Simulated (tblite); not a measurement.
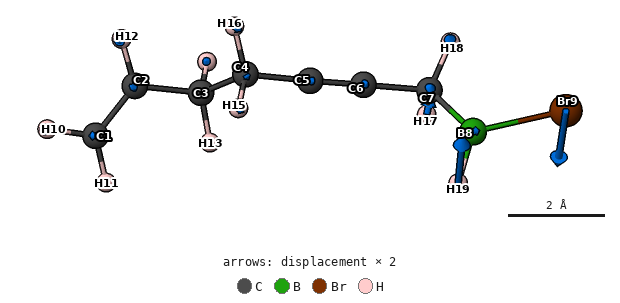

This is a relaxation of C7H10BBr. The starting structure is drawn; blue arrows show the displacements, 2 times their true length. The two geometries are superimposed by the best rigid fit.

A ball-and-stick model, seen face on.

These are results of GFN2-xTB geometry optimisation, gas phase in tblite 0.8.0, not measurements. 

What did the optimiser do to the structure, and how much energy did it gain?

Answer. The largest move after the best rigid fit is that of the Br atom, 0.88 Å. Largest moves by element: Br 0.88 Å, H 0.75 Å, C 0.11 Å, B 0.09 Å. Among the contacts that change: B–Br 1.997 → 1.865 Å, C–H 1.116 → 1.077 Å, C–C 1.485 → 1.452 Å, C–C 1.516 → 1.538 Å. Among the angles between lasting bonds that change: H–C–H 112.5° → 104.6°, C–C–C 104.6° → 110.7°, C–C–C 105.5° → 111.3°. Groups turn about B–C by about 40°. The energy falls by 43.5 kJ/mol in 108 geometry steps.
